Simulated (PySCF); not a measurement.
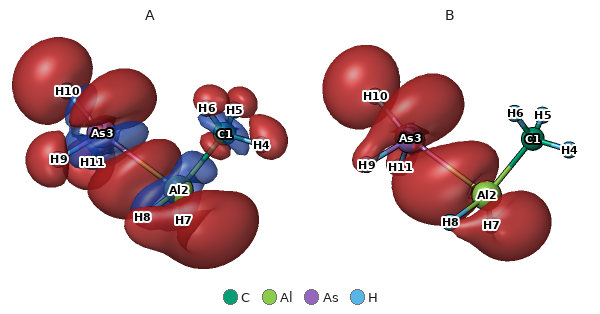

Figure 1: CH8AlAs, SMILES `[CH3][AlH2-][AsH3+]`. The Fukui function f⁺ from two separate SCF calculations and the density of the LUMO, at ±0.01 e/Å³ (red positive, blue negative).

Method: B3LYP/def2-SVP; geometry: GFN2-xTB; program: PySCF. No frequency check shows the geometry to be a minimum. GFN2-xTB bond lengths at metals and heavier atoms can be off by up to 0.1 Å and shapes distorted, which carries into these values.

Which panel is which, and how good is the frozen-orbital picture?

Answer. A is f⁺ (it has negative regions), B the LUMO density. The LUMO lies on As3 (36 %), Al2 (30 %) and H10 (20 %); f⁺ (Hirshfeld-condensed) is largest on Al2 (0.31), As3 (0.21) and H10 (0.17); the vertical electron affinity is −0.58 eV (the stability of the anion's solution wasn't checked; negative, but this basis has no diffuse functions, so it doesn't show that the anion is unbound). Relaxation shifts 17 % of the electron between atoms. The orbital energy is −1.32 eV.

Run time: 3.6 min on 1 thread of Arm Neoverse V1, on a shared host, peak memory 0.6 GiB.
